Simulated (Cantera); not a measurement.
Input: 1 mol Fe3O4, 0.88 mol Cl2, at 360 Torr.

Method: chemical equilibrium by Gibbs-energy minimisation in Cantera with the NASA 1993 tables (ideal gas, pure condensed phases). Candidate condensed phases: Fe, FeCl2, FeCl3, FeO, Fe2O3, Fe3O4; 13 gas species. Kinetics and transport are ignored.

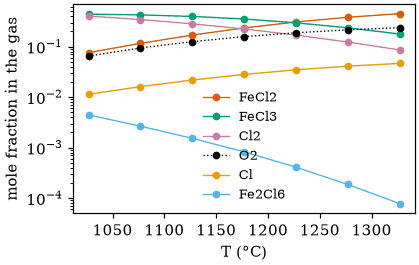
Figure. Equilibrium gas composition (values under 1e-9 drawn at 1e-9)

From 1027 °C to 1327 °C the condensed part is Fe2O3(s). The main Fe-bearing gas is FeCl3 at 1027 °C and FeCl2 at 1327 °C. The share of Fe in condensed phases is highest at 1027 °C (86.7 %) and lowest at 1327 °C (77.7 %).
